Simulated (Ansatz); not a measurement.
## SO (sulfur oxide): the energy, rung by rung

SO: 2 atoms, total charge 0, spin state triplet. SMILES: `O=S`. The bond length is the measured one.

```xyz
2

O     0.0000    0.0000    0.0000
S     0.0000    0.0000    1.4811
```

Quantity: the energy change with the O1–S2 bond stretched from 1.481 to 2.222 Å, in eV. The values are calculated.

```tsv
level	kind	program	value (eV)	less FCI/STO-3G
UHF/STO-3G	Hartree–Fock	Ansatz	1.27	-1.03
RPA@PBE/STO-3G	RPA	Ansatz	2.11	-0.19
UBCCD(T)/STO-3G	coupled cluster or CI	Ansatz	2.77	+0.47
UCCSDT/STO-3G	coupled cluster or CI	Ansatz	2.30	0.00
FCI/STO-3G	exact in the basis	Ansatz	2.30	0.00
```

FCI/STO-3G is exact within its basis and frozen core, so for wave-function methods in that basis the difference is their error. The first shape isn't each level's own minimum. The values span 1.27 to 2.77 eV. Spin contamination of the reference (⟨S²⟩ at least 0.1 too high) touches UHF/STO-3G, UBCCD(T)/STO-3G, UCCSDT/STO-3G. All rows use very small basis sets, so none should be taken for the real molecule's value.

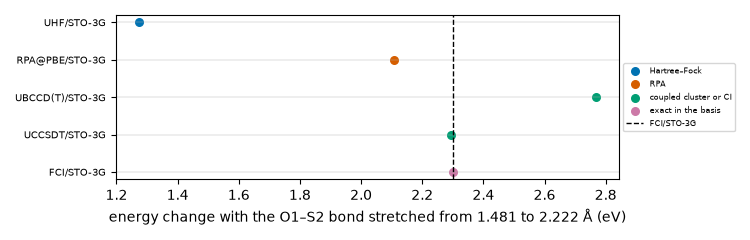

The values of the table, level by level.
